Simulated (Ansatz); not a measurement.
## Electronic structure of AlB2H4NO in real space

Input file:

```
crystal:
  periodic: [false, false, false]
  atoms:
    - {symbol: N, position_ang: [1.035952, 0.533943, -1.351299]}
    - {symbol: B, position_ang: [0.334599, -0.390236, -0.615379]}
    - {symbol: Al, position_ang: [-1.019887, -1.711221, 0.109724]}
    - {symbol: B, position_ang: [-0.529831, 0.029920, 1.012144]}
    - {symbol: O, position_ang: [-0.482779, 1.267166, 1.508135]}
    - {symbol: H, position_ang: [1.639228, 1.230205, -0.940659]}
    - {symbol: H, position_ang: [0.985001, 0.585752, -2.357225]}
    - {symbol: H, position_ang: [-0.577907, -3.137020, 0.674358]}
    - {symbol: H, position_ang: [-1.295976, 1.545192, 1.943101]}
basis:
  gaussian: {orbitals: def2-TZVPP}
hamiltonian: {xc: pbe0, dispersion: d4}
output: {orbitals: {seedname: orbitals}}
```

Run with:

```sh
ansatz run in.yaml --threads 2 --pin off --events-out ev --progress --plain --max-ram 4352MiB
```

Geometry: PBE0-D4/def2-TZVP.

Method: RKS PBE0-D4/def2-TZVPP (Ansatz 0.2.0).

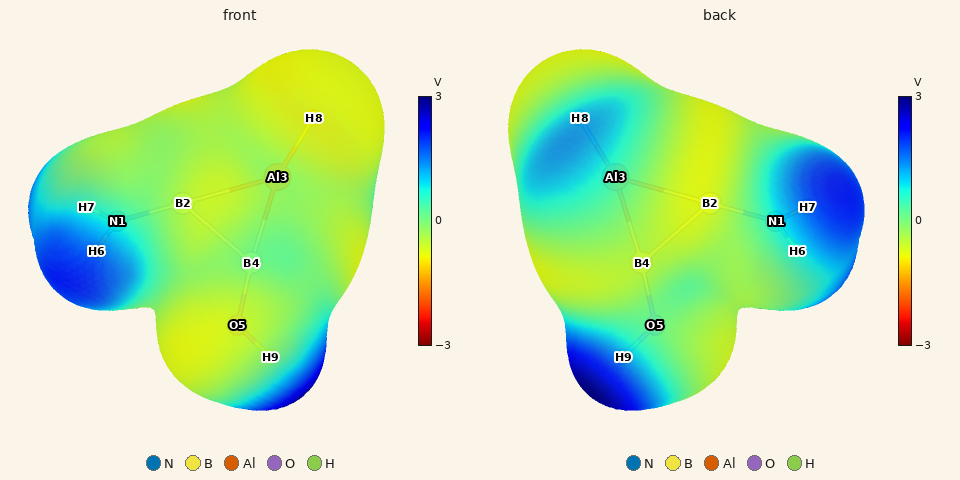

Figure 1. The molecular electrostatic potential painted on the density surface at 0.002 e/bohr³, seen from the front and from behind; the colour scale runs from red (negative) to blue (positive).

Q: Where is the surface potential most negative and most positive?

A: The most negative region (about −0.9 V, or −21 kcal/mol for a unit charge) lies over O5 and H8, the most positive (about +2.9 V, or +67 kcal/mol for a unit charge) over H9.

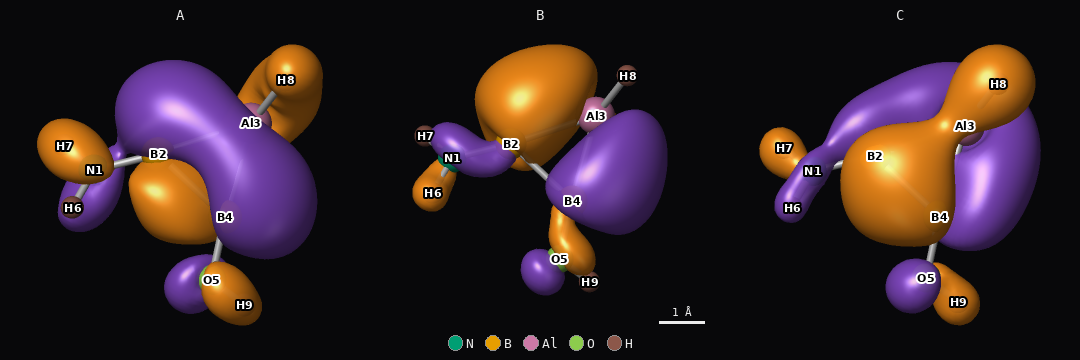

Figure 2. Three frontier orbitals at ±0.08 Å⁻³ᐟ² (orange and purple are the two phases), in no order.

Q: Which picture is the HOMO−1, the HOMO and the LUMO?

A: B is the HOMO−1 (−6.18 eV). It lies mainly on Al3 (about 35 %), B2 (about 30 %) and B4 (about 25 %). C is the HOMO (−5.42 eV). Its weight (Hirshfeld) is mainly on Al3 (about 35 %), B4 (about 25 %) and B2 (about 25 %). A is the LUMO (−1.98 eV). By Hirshfeld shares it lies mainly on B4 (about 30 %), Al3 (about 25 %), B2 (about 25 %), N1 (about 10 %) and O5 (about 5 %).

Q: What is the HOMO–LUMO gap?

A: 3.44 eV between the orbital energies.

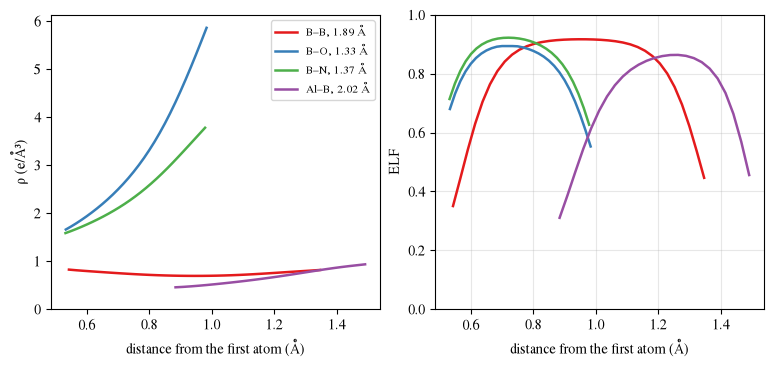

Figure 3. Electron density and electron localisation function along straight lines between neighbouring atoms. The curves leave out the atomic cores.

Q: Compare the contacts.

A: B–B (1.89 Å): the density is about 0.69 e/Å³ at the midpoint; the ELF peaks at about 0.90 between the atoms: a shared electron pair.
B–O (1.33 Å): the density is about 2.3 e/Å³ at the midpoint; the ELF peaks at about 0.90 between the atoms (a polar covalent bond).
B–N (1.37 Å): ρ at the midpoint is about 2.1 e/Å³; the ELF peaks at about 0.90 between the atoms (a short, strongly polar bond).
Al–B (2.02 Å): ρ is about 0.52 e/Å³ halfway; the ELF peaks at about 0.85 in the valence shell of B, 0.8 Å from its nucleus, and is about 0.65 at the midpoint.

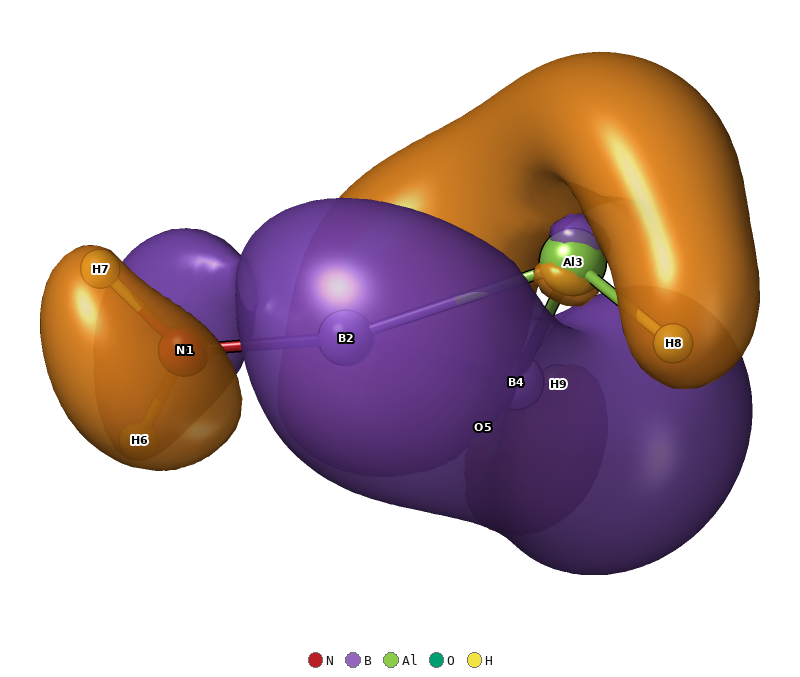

Figure 4. The LUMO at ±0.08 Å⁻³ᐟ² (orange and purple are the two phases), seen from one side.

Q: What is the character of this orbital?

A: It lies mainly on B4 (about 30 %), Al3 (about 25 %), B2 (about 25 %), N1 (about 10 %) and O5 (about 5 %). Its energy is −1.98 eV.
